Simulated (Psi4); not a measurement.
Energy and gradient calculation of GeClF

- system: GeClF
- method: HF/def2-SVP, RHF (Psi4 1.11)

The geometry comes from this level: PBE0-D4/def2-TZVP.

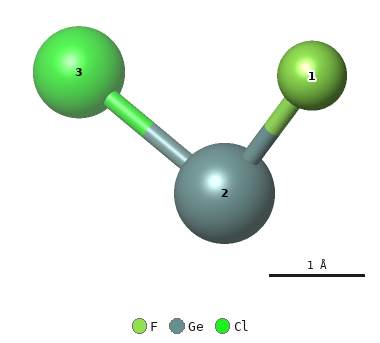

The input geometry (ball-and-stick view, seen at a tilt; atoms are numbered from 1 in the order of the input). Sticks mark near contacts.

## Input file (clfge.in)
```
memory 1.6 GB

molecule {
  0 1
  F
  Ge 1 r2
  Cl 2 r3 1 a3

  r2 = 1.748003
  r3 = 2.179677
  a3 = 98.34974
  units angstrom
  symmetry c1
}

set {
  basis def2-SVP
  puream true
  e_convergence 1e-09
  d_convergence 1e-08
  scf_type pk
}

e_tot, wfn = gradient('scf', return_wfn=True)
oeprop(wfn, 'LOWDIN_CHARGES', 'MAYER_INDICES', 'WIBERG_LOWDIN_INDICES', title='SCF')
```

Machine: 1 thread of AMD EPYC (Zen 5), 16 GiB of memory available, shared host.

Command:
```bash
psi4 -n 1 clfge.in clfge.out
```

## What the program printed
```
Psi4 1.11 release

gradient() will perform analytic gradient computation.

   => Loading Basis Set <=

    Name: DEF2-SVP
    Role: ORBITAL
    Keyword: BASIS

         ---------------------------------------------------------
                                   SCF
                              RHF Reference
                        1 Threads,   1525 MiB Core
         ---------------------------------------------------------

  ==> Geometry <==

    Molecular point group: c1
    Full point group: Cs

    Geometry (in Angstrom), charge = 0, multiplicity = 1:

       Center              X                  Y                   Z               Mass
    ------------   -----------------  -----------------  -----------------  -----------------
         F           -0.589677022639     1.574876726454     0.000000000000    18.998403162730
         GE          -0.589677022639    -0.173126273546     0.000000000000    73.921177761000
         CL           1.566895611995    -0.489648462148     0.000000000000    34.968852682000

  Running in c1 symmetry.

  Rotational constants: A =      0.41908  B =      0.12426  C =      0.09585 [cm^-1]
  Rotational constants: A =  12563.67139  B =   3725.36826  C =   2873.36170 [MHz]
  Nuclear repulsion =  246.377398601329787

  Charge       = 0
  Multiplicity = 1
  Electrons    = 58
  Nalpha       = 29
  Nbeta        = 29

  ==> Algorithm <==

  SCF Algorithm Type is PK.
  DIIS enabled.
  MOM disabled.
  Fractional occupation disabled.
  Guess Type is SAD.
  Energy threshold   = 1.00e-09
  Density threshold  = 1.00e-08
  Integral threshold = 1.00e-12

  ==> Primary Basis <==

  Basis Set: DEF2-SVP
    Blend: DEF2-SVP
    Number of shells: 26
    Number of basis functions: 64
    Number of Cartesian functions: 69
    Spherical Harmonics?: true
    Max angular momentum: 2

  ==> Integral Setup <==

  Using in-core PK algorithm.
   Calculation information:
      Number of atoms:                   3
      Number of AO shells:              26
      Number of primitives:             60
      Number of atomic orbitals:        69
      Number of basis functions:        64

      Integral cutoff                 1.00e-12
      Number of threads:                 1

  Performing in-core PK
  Using 4328480 doubles for integral storage.
  We computed 53285 shell quartets total.
  Whereas there are 61776 unique shell quartets.

  ==> DiskJK: Disk-Based J/K Matrices <==

    J tasked:                  Yes
    K tasked:                  Yes
    wK tasked:                  No
    Memory [MiB]:             1144
    Schwarz Cutoff:          1E-12

  Minimum eigenvalue in the overlap matrix is 2.7284428345E-02.
  Reciprocal condition number of the overlap matrix is 8.7422184864E-03.
    Using symmetric orthogonalization.

  ==> Pre-Iterations <==

  SCF Guess: Superposition of Atomic Densities via on-the-fly atomic UHF (no occupation information).

   -------------------------
    Irrep   Nso     Nmo
   -------------------------
     A         64      64
   -------------------------
    Total      64      64
   -------------------------

  ==> Iterations <==

                        Total Energy        Delta E     RMS |[F,P]|

   @RHF iter SAD: -2629.16255708214248   -2.62916e+03   0.00000e+00
   @RHF iter   1: -2633.01709067561887   -3.85453e+00   3.10780e-02 ADIIS/DIIS
   @RHF iter   2: -2633.55538106117365   -5.38290e-01   2.24311e-02 ADIIS/DIIS
   @RHF iter   3: -2633.88862191515818   -3.33241e-01   1.79306e-03 ADIIS/DIIS
   @RHF iter   4: -2633.89165409173847   -3.03218e-03   2.88501e-04 ADIIS/DIIS
   @RHF iter   5: -2633.89181341481526   -1.59323e-04   7.60637e-05 DIIS
   @RHF iter   6: -2633.89183794631072   -2.45315e-05   2.06197e-05 DIIS
   @RHF iter   7: -2633.89184101501087   -3.06870e-06   7.75309e-06 DIIS
   @RHF iter   8: -2633.89184157105728   -5.56046e-07   2.05586e-06 DIIS
   @RHF iter   9: -2633.89184161199546   -4.09382e-08   4.98699e-07 DIIS
   @RHF iter  10: -2633.89184161338335   -1.38789e-09   1.22939e-07 DIIS
   @RHF iter  11: -2633.89184161347248   -8.91305e-11   2.71893e-08 DIIS
   @RHF iter  12: -2633.89184161347976   -7.27596e-12   4.45197e-09 DIIS
  Energy and wave function converged.

  ==> Post-Iterations <==

    Orbital Energies [Eh]
    ---------------------

    Doubly Occupied:

       1A   -405.274972     2A   -104.785368     3A    -52.200657
       4A    -46.301144     5A    -46.300157     6A    -46.299435
       7A    -26.262111     8A    -10.549088     9A     -8.023215
      10A     -8.021200    11A     -8.020797    12A     -7.260104
      13A     -5.236919    14A     -5.234014    15A     -5.230745
      16A     -1.717803    17A     -1.709855    18A     -1.709738
      19A     -1.705961    20A     -1.702116    21A     -1.515512
      22A     -1.082421    23A     -0.728329    24A     -0.640062
      25A     -0.630344    26A     -0.572838    27A     -0.469522
      28A     -0.466614    29A     -0.401348

    Virtual:

      30A      0.010272    31A      0.118201    32A      0.159234
      33A      0.254384    34A      0.448559    35A      0.466990
      36A      0.516630    37A      0.526845    38A      0.577316
      39A      0.579141    40A      0.632906    41A      0.771764
      42A      0.830227    43A      1.045401    44A      1.048693
      45A      1.075871    46A      1.079373    47A      1.160400
      48A      1.227146    49A      1.240415    50A      1.534925
      51A      1.564054    52A      1.577762    53A      1.620683
      54A      2.017753    55A      2.640391    56A      2.703064
      57A      2.712451    58A      2.774450    59A      2.815051
      60A      3.480001    61A      3.484594    62A      3.513105
      63A      3.531228    64A      3.851049

    Final Occupation by Irrep:
              A
    DOCC [    29 ]
    NA   [    29 ]
    NB   [    29 ]

  @RHF Final Energy: -2633.89184161347976

   => Energetics <=

    Nuclear Repulsion Energy =            246.3773986013297872
    One-Electron Energy =               -4160.4337086016385001
    Two-Electron Energy =                1280.1644683868289576
    Total Energy =                      -2633.8918416134797553

Computation Completed

Properties will be evaluated at   0.000000,   0.000000,   0.000000 [a0]

Properties computed using the SCF density matrix

 Multipole Moments:

 ------------------------------------------------------------------------------------
     Multipole            Electronic (a.u.)      Nuclear  (a.u.)        Total (a.u.)
 ------------------------------------------------------------------------------------

 L = 1.  Multiply by 2.5417464519 to convert [e a0] to [Debye]
 Dipole X            :         -5.3600534            4.6496097           -0.7104437
 Dipole Y            :         -1.2777753            0.5854862           -0.6922891
 Dipole Z            :         -0.0000000            0.0000000           -0.0000000
 Magnitude           :                                                    0.9919650

 ------------------------------------------------------------------------------------

	total time  =          1 seconds =       0.02 minutes

         ------------------------------------------------------------
                                   SCF GRAD
         ------------------------------------------------------------

  ==> Geometry <==

    Molecular point group: c1
    Full point group: Cs

    Geometry (in Angstrom), charge = 0, multiplicity = 1:

       Center              X                  Y                   Z               Mass
    ------------   -----------------  -----------------  -----------------  -----------------
         F           -0.589677022639     1.574876726454     0.000000000000    18.998403162730
         GE          -0.589677022639    -0.173126273546     0.000000000000    73.921177761000
         CL           1.566895611995    -0.489648462148     0.000000000000    34.968852682000

  Nuclear repulsion =  246.377398601329787

  ==> Basis Set <==

  Basis Set: DEF2-SVP
    Blend: DEF2-SVP
    Number of shells: 26
    Number of basis functions: 64
    Number of Cartesian functions: 69
    Spherical Harmonics?: true
    Max angular momentum: 2

  ==> DirectJKGrad: Integral-Direct SCF Gradients <==

    Gradient:                    1
    J tasked:                  Yes
    K tasked:                  Yes
    wK tasked:                  No
    Integrals threads:           1
    Schwarz Cutoff:          1E-12

  -Total Gradient:
     Atom            X                  Y                   Z
    ------   -----------------  -----------------  -----------------
       1       -0.000602191916     0.009008433089     0.000000000004
       2        0.003065478270    -0.008881868049    -0.000000000009
       3       -0.002463286399    -0.000126565045     0.000000000005

	total time  =          0 seconds =       0.00 minutes

Properties will be evaluated at   0.000000,   0.000000,   0.000000 [a0]

Properties computed using the SCF density matrix

  Lowdin Charges: (a.u.)
   Center  Symbol    Alpha    Beta     Spin     Total
       1     F     4.66342  4.66342  0.00000 -0.32684
       2    GE    15.78542 15.78542  0.00000  0.42916
       3    CL     8.55116  8.55116  0.00000 -0.10232

  Total alpha = 29.00000, Total beta = 29.00000, Total charge = -0.00000

  Mayer Bond Indices:

  Irrep: 1 Size: 3 x 3

                 1                   2                   3

    1     0.00000000000000     0.76748263271371     0.01156992109704
    2     0.76748263271371     0.00000000000000     1.00241493962026
    3     0.01156992109704     1.00241493962026     0.00000000000000

  Atomic Valences:

 #  #
 Irrep: 1
      1:    0.779052553810757
      2:    1.769897572333972
      3:    1.013984860717300

  Wiberg Bond Indices using Orthogonal Lowdin Orbitals:

  Irrep: 1 Size: 3 x 3

                 1                   2                   3

    1     0.00000000000000     1.19793203929782     0.03454065228045
    2     1.19793203929782     0.00000000000000     1.43365418045554
    3     0.03454065228045     1.43365418045554     0.00000000000000

  Atomic Valences:

 #  #
 Irrep: 1
      1:    1.232472691578278
      2:    2.631586219753363
      3:    1.468194832735992

    Psi4 run time: 0:00:01.31
```

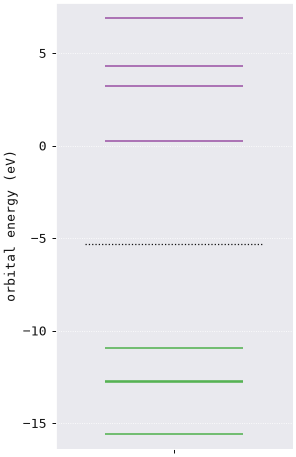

Orbital energies near the frontier; the dotted line parts filled from empty levels, and levels within 0.02 eV of each other stand side by side. Highest filled −10.92 eV, lowest empty 0.28 eV, 11.20 eV apart.

## Key numbers

- outcome: converged
- total energy: −2633.891842 hartree
- basis functions: 64
- largest force: 0.483 eV/Å
- HOMO: −10.92 eV
- LUMO: 0.28 eV
- dipole moment: 2.52 D
- wall time: 1.9 s
- peak memory: 0.23 GiB
